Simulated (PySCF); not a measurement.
SMILES [CH2][SiH](C)C, doublet, CAM-B3LYP/def2-SVP optimised geometry. Atoms within 1.6 Å of the plane z = 0.0 Å (x, y, z in Å): C1 (-0.97, 0.97, 0.00), Si2 (-0.33, -0.78, 0.00), C3 (-1.01, -1.72, 1.48), C4 (1.55, -0.78, 0.00), H5 (-1.95, 1.24, 0.40), H6 (-0.42, 1.80, -0.46), H7 (-0.79, -1.47, -1.25), H8 (-0.68, -2.77, 1.46), H9 (-2.11, -1.71, 1.48), H11 (1.95, -0.22, -0.87), H12 (1.95, -1.80, -0.05), H13 (1.95, -0.30, 0.91).

Method: unrestricted CAM-B3LYP/def2-TZVP run with PySCF. Cells within 0.4 Å of a nucleus heavier than hydrogen are left out (blank, or x).

Map of the spin density (e/bohr³) on the plane z = 0.0 Å:

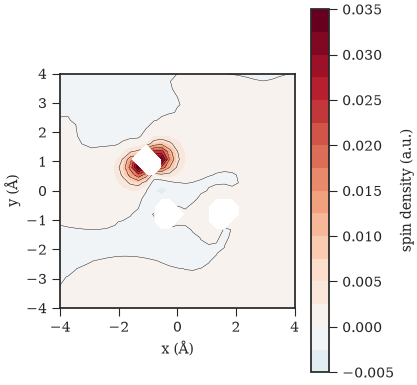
Figure: Spin density (e/bohr³) on the plane z = 0.0 Å.
